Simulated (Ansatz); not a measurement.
A computed series for BaTiO3: carrier doping

The parent structure is BaTiO3 (space group P4mm, No. 99).

```
BaTiO3
1.0
    3.98510     0.00000     0.00000
    0.00000     3.98510     0.00000
    0.00000     0.00000     4.20426
Ti Ba O
1 1 3
Direct
  0.50000   0.50000   0.45787
  0.00000   0.00000   0.94066
  0.50000   0.50000   0.88874
  0.50000   0.00000   0.40937
  0.00000   0.50000   0.40937
```

Carriers are added at fixed cell with a uniform background; the Fermi–Dirac width is that of 300 K.

Level of theory: PBE/PAW in Ansatz (an electronic-structure program), no SOC, earlier PAW set.

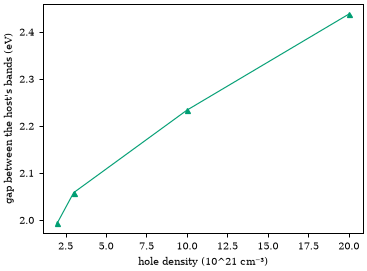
Figure. Gap between the host's bands against hole density

From the plot, what is the gap between the host's bands for holes 1.0×10^22 cm⁻³?

About 2.23 eV.

Is the trend monotonic over the range shown?

Yes, it rises throughout, spanning 1.99 eV to 2.44 eV.

Charged cell with a jellium background: band edges are those of the host's band count, energies are not comparable with the neutral cell, and many-body gap narrowing is missing. Stability against distortions was not tested. The final runs are not spin-polarised.
